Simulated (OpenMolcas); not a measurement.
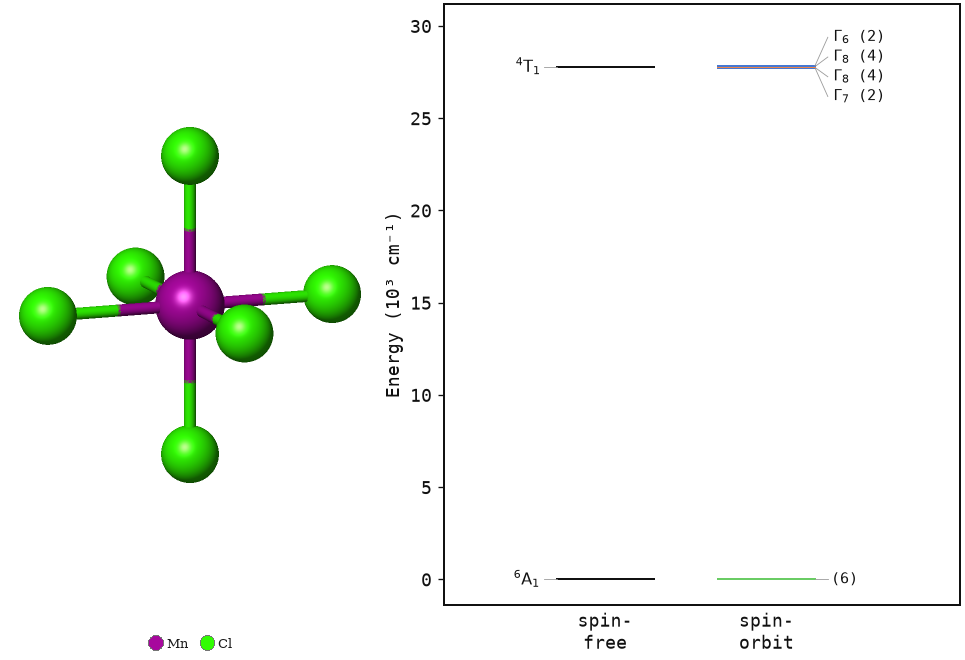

Mn²⁺ (3d⁵) as a dopant in NaCl, a cluster with its 6 nearest Cl⁻ at 2.553 Å (octahedron) embedded in model potentials and point charges; the geometry was set, not optimised, and its levels. Labels give the representation in O, Td, D4 or D3 as the site allows (double group for half-integer spin) where it could be assigned and, in brackets, the degeneracy; spin-free states, where drawn, share the zero of the spin-orbit levels. Level of the calculation: state-averaged CASSCF, active space 5 electrons in the shell 3d, basis ANO-RCC-VDZP on all atoms, DKH2 scalar Hamiltonian, spin-orbit coupling by RASSI with atomic mean-field integrals (OpenMolcas).

### Give the ground level, the first gap and the ligand-field bands.

The ground level is 6-fold degenerate, 100 % from states of spin multiplicity 6. The next level lies at 27,700 cm⁻¹ (Γ₇). The lowest spin-free state is ⁶A₁, from the free-ion S term. A ligand-field fit to the spin-free states gives |10Dq| = 5,200 cm⁻¹, B = 1,070 and C = 3,980 cm⁻¹ (rms misfit 40 cm⁻¹). The active orbitals hold 95 to 99 % metal character (Löwdin), and the Mulliken charge of the metal is +1.16.

Note: small active space favours high spin, ground spin may be wrong; the geometry is set by hand, with no relaxation and no charge compensation.
